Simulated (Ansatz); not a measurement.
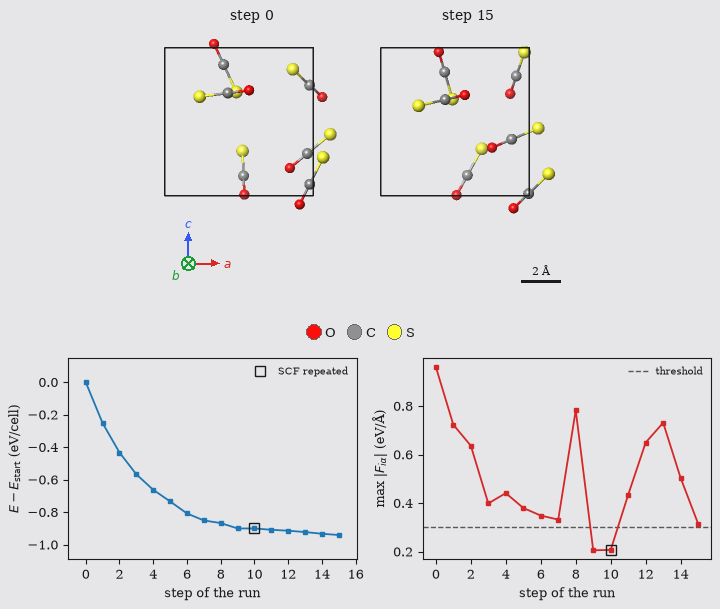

First and last geometry of a relaxation of an amorphous cell of composition CSO, with the history of the run. The picture is a ball-and-stick view of the cell of the calculation, seen along the b axis.

The cell holds 6 OCS. The run prepares the start of a later molecular dynamics calculation, from a guessed geometry.

The calculation used DFT PBE, scalar-relativistic, plane waves, PAW (Ansatz). Settings: plane-wave cutoff 420 eV; k-point mesh 1 × 1 × 1; occupations fermi dirac; smearing width 0.02 eV; no spin polarisation; atoms relaxed in a fixed cell; force threshold 0.3 eV/Å; at most 15 steps.

Did the run converge, and what did it change?

The relaxation stopped without meeting its thresholds, so the last structure isn't shown to be converged. It used up its limit of 15 steps. After 14 accepted moves (15 points after the start) the energy has fallen by 0.940 eV per cell of the calculation. Largest force component: 0.96 eV/Å at the start, 0.32 eV/Å at the end. 1 step only repeated the SCF at the same geometry. The forces were under the threshold at step 9, but the run went on from there. The largest moves, 1.46 Å, are those of O atoms. Largest moves by element: O 1.46 Å, S 1.41 Å, C 1.05 Å. The cell doesn't change. Near-neighbour distances that change, for instance: C–O 1.179 → 1.171 Å, C–S 1.565 → 1.572 Å. Cost: 44 s on 1 thread of Arm Neoverse V1 (shared host), peak memory 0.43 GiB.

Limits of the set-up: the periodic images lie only 7.7 Å apart, so the values are limited by the cell's size.
